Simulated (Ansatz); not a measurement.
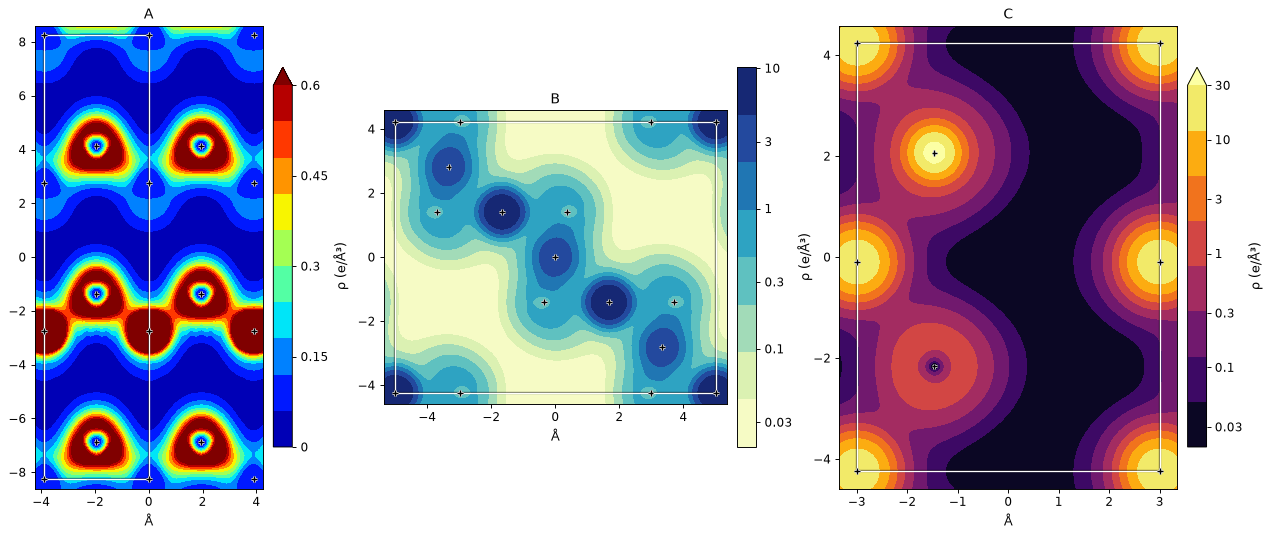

The valence electron density of 3 systems, each on a plane through atoms (crosses mark nuclei in the plane).

Theory: DFT PBE, scalar-relativistic, plane waves, PAW in Ansatz 0.2.0.

System 1: Al5GaP6, the (010) plane of the conventional cell. Space group P-4m2; a structure generated by program, which may or may not match a known phase.

```cif
data_structure
_symmetry_space_group_name_H-M 'P 1'
_symmetry_Int_Tables_number 1
_cell_length_a 3.8945
_cell_length_b 3.8945
_cell_length_c 16.5182
_cell_angle_alpha 90.000
_cell_angle_beta 90.000
_cell_angle_gamma 90.000
_cell_volume 250.53
loop_
_atom_site_label
_atom_site_type_symbol
_atom_site_fract_x
_atom_site_fract_y
_atom_site_fract_z
_atom_site_occupancy
Al1 Al 0.50000 0.50000 0.83335 1
Al2 Al 0.00000 0.00000 0.66669 1
Al3 Al 0.50000 0.50000 0.50000 1
Al4 Al 0.00000 0.00000 0.33331 1
Al5 Al 0.50000 0.50000 0.16665 1
Ga1 Ga 0.00000 0.00000 0.00000 1
P1 P 0.50000 0.00000 0.75004 1
P2 P 0.00000 0.50000 0.58334 1
P3 P 0.50000 0.00000 0.41666 1
P4 P 0.00000 0.50000 0.24996 1
P5 P 0.50000 0.00000 0.08369 1
P6 P 0.00000 0.50000 0.91631 1
```

System 2: TiB2N3, the (110) plane of the conventional cell. Space group R-3m; a structure generated by program, which may or may not match a known phase; computed without spin polarisation.

```
Ti B N
1.0
     4.88700    0.00000    0.00000
    -2.44350    4.23226    0.00000
     0.00000    0.00000   10.01679
Ti B N
3 6 9
Direct
  0.00000 0.00000 0.00000
  0.66667 0.33333 0.33333
  0.33333 0.66667 0.66667
  0.66667 0.33333 0.13001
  0.33333 0.66667 0.46334
  0.00000 0.00000 0.79667
  0.00000 0.00000 0.20333
  0.66667 0.33333 0.53666
  0.33333 0.66667 0.86999
  0.33333 0.16667 0.16667
  0.00000 0.50000 0.50000
  0.66667 0.83333 0.83333
  0.83333 0.16667 0.16667
  0.50000 0.50000 0.50000
  0.16667 0.83333 0.83333
  0.83333 0.66667 0.16667
  0.50000 0.00000 0.50000
  0.16667 0.33333 0.83333
```

System 3: Cd4SeS3, the (011) plane of the conventional cell. Space group P-43m; a structure generated by program, which may or may not match a known phase.

```cif
data_structure
_symmetry_space_group_name_H-M 'P 1'
_symmetry_Int_Tables_number 1
_cell_length_a 5.9920
_cell_length_b 5.9920
_cell_length_c 5.9920
_cell_angle_alpha 90.000
_cell_angle_beta 90.000
_cell_angle_gamma 90.000
_cell_volume 215.13
loop_
_atom_site_label
_atom_site_type_symbol
_atom_site_fract_x
_atom_site_fract_y
_atom_site_fract_z
_atom_site_occupancy
Cd1 Cd 0.24427 0.75573 0.24427 1
Cd2 Cd 0.24427 0.24427 0.75573 1
Cd3 Cd 0.75573 0.75573 0.75573 1
Cd4 Cd 0.75573 0.24427 0.24427 1
Se1 Se 0.50000 0.50000 0.50000 1
S1 S 0.50000 0.00000 0.00000 1
S2 S 0.00000 0.00000 0.50000 1
S3 S 0.00000 0.50000 0.00000 1
```

Match each panel to its system.

Answer. Panel A is system 1, Al5GaP6: the plane holds Al, Ga and P. Al–P (2.38 Å): ρ is about 0.51 e/Å³ halfway. Panel B is system 2, TiB2N3: the plane holds Ti, B and N. B–N (1.46 Å): ρ at the midpoint is about 1.7 e/Å³. Panel C is system 3, Cd4SeS3: the plane holds Cd, Se and S. Cd–S (2.58 Å): ρ is about 0.39 e/Å³ halfway.
